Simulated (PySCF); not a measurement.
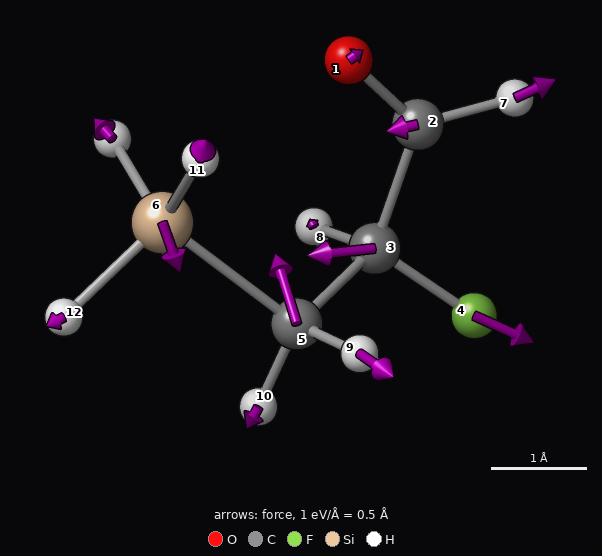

Starting geometry of C3H7FOSi with the computed forces as purple arrows. The picture is a ball-and-stick view, seen at a tilt.

The start comes from GFN2-xTB. Its atoms were then displaced at random by about 0.01 Å.

Method: PBE0-D3(BJ)/def2-SVP geometry optimisation, gas phase (PySCF). 

> What follows when this structure is relaxed?

It isn't relaxed: the largest force vector, on a C atom, is 1.80 eV/Å. The final displacements have little in common with the starting forces (cosine between the two patterns 0.24). The O atom moves most after the best rigid fit: 0.22 Å. By element the largest moves are O 0.22 Å, H 0.18 Å, C 0.11 Å, Si 0.11 Å, F 0.03 Å. Near-neighbour distances that change, for instance: O–Si 2.651 → 2.963 Å, H–Si 1.444 → 1.488 Å, C–F 1.339 → 1.377 Å, C–H 1.067 → 1.103 Å. Among the angles between lasting bonds that change: C–C–Si 111.5° → 116.4°, H–Si–H 114.4° → 110.9°, Si–C–H 110.6° → 107.5°. After 6 geometry steps the energy has fallen by 18.6 kJ/mol. Cost: 37 s on 1 thread of Arm Neoverse V1 (shared host).
